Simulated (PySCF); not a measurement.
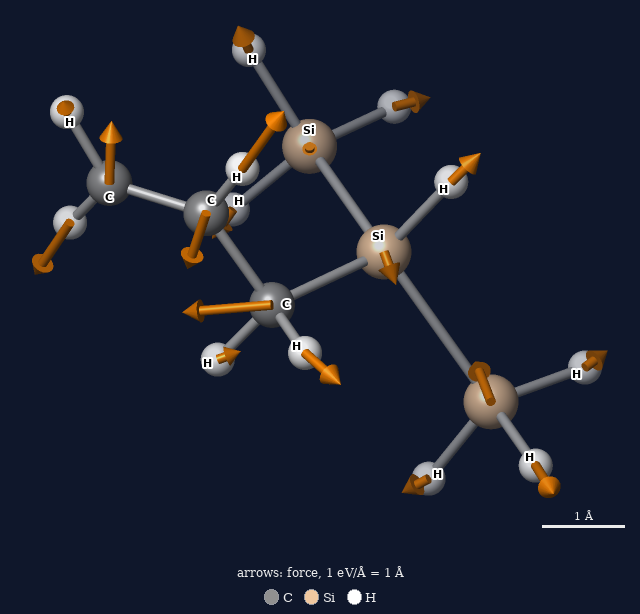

Starting geometry of C3H12Si3 with the computed forces as orange arrows. Style: ball-and-stick. Shown from a free direction.

The start comes from GFN2-xTB. Its atoms were then displaced at random by about 0.01 Å.

Computed with PBE0-D3(BJ)/def2-SVP geometry optimisation, gas phase in PySCF. 

Q: What follows when this structure is relaxed?

A: It isn't relaxed: the largest force vector, on an H atom, is 1.30 eV/Å. The final displacements have little in common with the starting forces (cosine between the two patterns 0.15). An H atom moves most after the best rigid fit: 0.28 Å. Largest moves by element: H 0.28 Å, Si 0.13 Å, C 0.11 Å. Near-neighbour distances that change, for instance: H–Si 1.448 → 1.497 Å, C–H 1.064 → 1.098 Å, C–Si 1.880 → 1.910 Å, H–Si 1.471 → 1.497 Å. Among the angles between lasting bonds that change: Si–Si–Si 116.9° → 108.5°, C–Si–H 105.4° → 110.0°, Si–Si–H 115.4° → 111.5°. After 9 geometry steps the energy has fallen by 19.3 kJ/mol.
